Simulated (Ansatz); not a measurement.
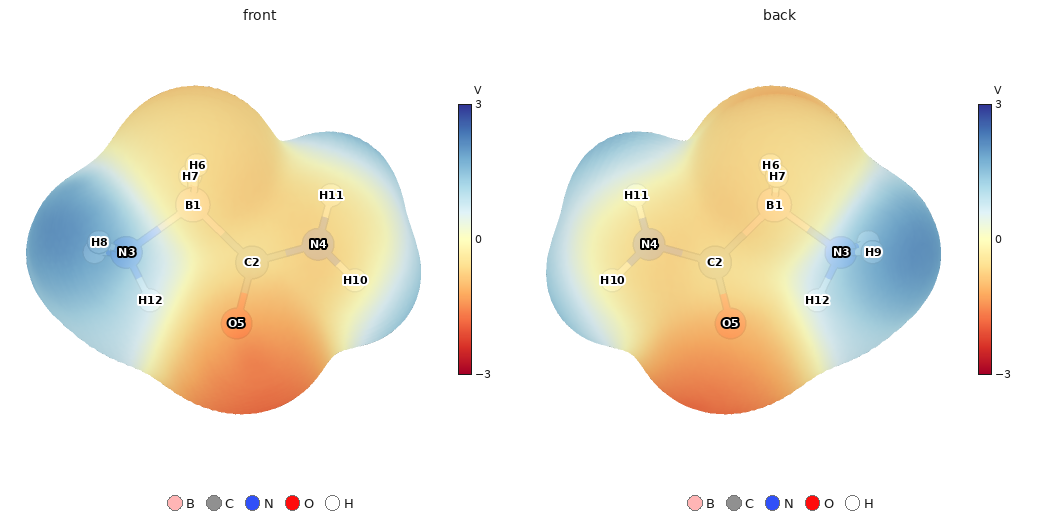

CH7BN2O. The molecular electrostatic potential painted on the density surface at 0.001 e/bohr³, seen from the front and from behind; the colour scale runs from red (negative) to blue (positive).

Geometry: PBE0-D4/def2-TZVP.

Method: Ansatz, RKS PBE0-D4/def2-TZVPP.

```xyz
12

B    -0.7262   -0.3522    0.0088
C     0.6688    0.2774   -0.5157
N    -0.5420   -0.1494    1.5958
N     0.9446    0.3006   -1.8314
O     1.4840    0.7407    0.2979
H    -1.6856    0.2816   -0.3709
H    -0.8249   -1.5326   -0.2421
H    -1.2375    0.4536    2.0163
H    -0.5054   -1.0157    2.1178
H     1.8116    0.6957   -2.1559
H     0.2919   -0.0722   -2.4956
H     0.3976    0.3174    1.6089
```

Q: Describe the electrostatic potential map.

A: The most negative region (about −1.8 V, or −42 kcal/mol for a unit charge) lies over O5, the most positive (about +2.0 V, or +46 kcal/mol for a unit charge) over H8 and H9. O5 is the likeliest acceptor of a hydrogen bond.
